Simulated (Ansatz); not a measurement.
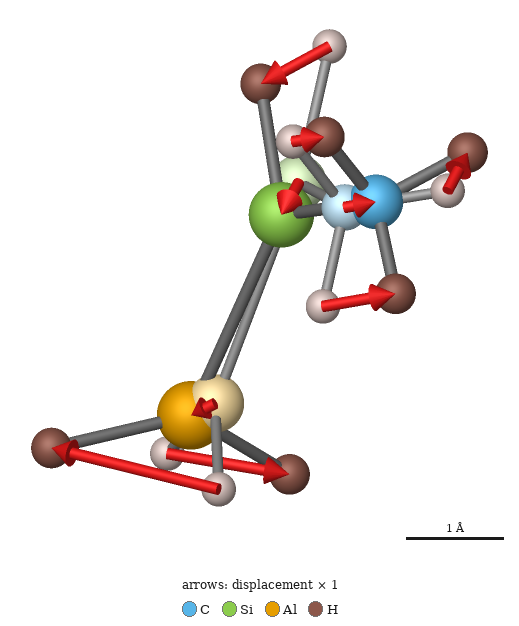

This is a relaxation of CH$_{6}$AlSi (charge +1). The starting structure is drawn faded, the final one solid; red arrows show the displacements, at their true length. The two geometries are superimposed by the best rigid fit.

The picture is a ball-and-stick view, seen from a free direction.

These are results of RKS PBE0-D4/def2-TZVP (Ansatz), not measurements.

Input file:
```yaml
crystal:
  periodic: [false, false, false]
  atoms:
    - {symbol: C, position_ang: [-0.684840, 1.086540, -0.583490]}
    - {symbol: Si, position_ang: [0.786560, -0.095260, -0.797040]}
    - {symbol: Al, position_ang: [0.592990, -1.532780, 1.261740]}
    - {symbol: H, position_ang: [-0.365300, 2.126560, -0.516000]}
    - {symbol: H, position_ang: [-1.246370, 0.856040, 0.329490]}
    - {symbol: H, position_ang: [-1.382960, 1.031070, -1.419790]}
    - {symbol: H, position_ang: [1.453530, 0.284460, -2.061020]}
    - {symbol: H, position_ang: [1.520200, -2.664920, 1.756650]}
    - {symbol: H, position_ang: [-0.673810, -1.091710, 2.029460]}
basis:
  gaussian: {orbitals: def2-TZVP}
total_charge: 1
hamiltonian: {xc: pbe0, dispersion: d4}
relax: {f_tol: 0.005, max_steps: 200}
```

Run as
```bash
ansatz run in.yaml --threads 2 --pin off --events-out ev --progress --plain --max-ram 4352MiB
```

Which element moves most?

Answer. Hydrogen: up to 1.98 Å, against 0.54 Å for silicon.

What did the optimiser do to the structure, and how much energy did it gain?

Answer. The largest move after the best rigid fit is that of H9, 1.98 Å. By element the largest moves are H 1.98 Å, Si 0.54 Å, C 0.34 Å, Al 0.30 Å. Some distances before and after: C1–Si2 1.899 → 1.831 Å, Al3–H8 1.545 → 1.568 Å, Al3–H9 1.546 → 1.567 Å, Si2–Al3 2.518 → 2.534 Å. Bond angles that change, for instance: Al3–Si2–H7 151.6° → 121.1°, C1–Si2–Al3 101.8° → 129.0°, Si2–Al3–H8 129.4° → 111.6°. Groups turn about Si2–Al3 by about 85°. Over 22 accepted moves (23 points after the start) the energy falls by 45.0 kJ/mol. Largest force component: 1.5 eV/Å at the start, 0.0037 eV/Å at the end. The line search rejected the trial step at point 14 of the run. The run took 62 s on 2 threads of Arm Neoverse V1, on a shared host.
